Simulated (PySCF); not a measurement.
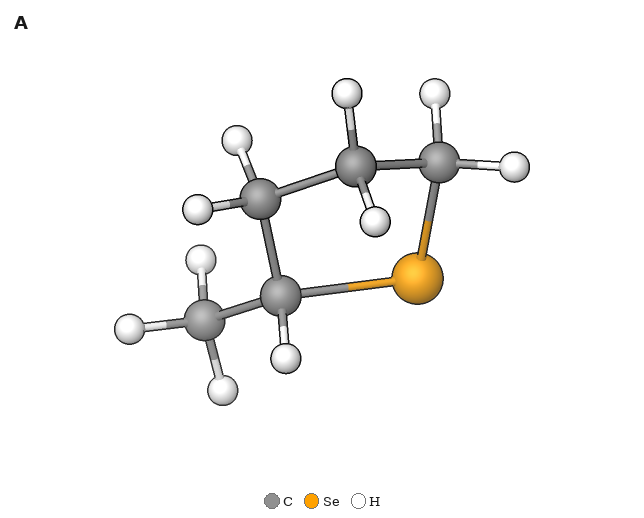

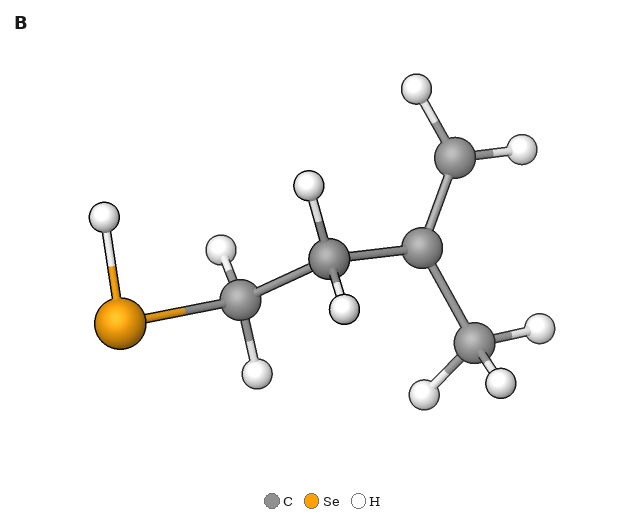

2 stationary structures of one formula. Geometries: PBE0-D3(BJ)/def2-SVP. Electronic energies: PBE0-D3(BJ)/def2-SVP (PySCF 2.14.0), without zero-point energy. No frequency run is at hand to confirm each as a minimum. Each is one conformer, not always the lowest.

Which is lowest in energy, and by how much?

A is lowest; B lies 22.7 kcal/mol above it. A is `C[C@@H]1CCC[Se]1`, B is `C=C(C)CC[SeH]`.
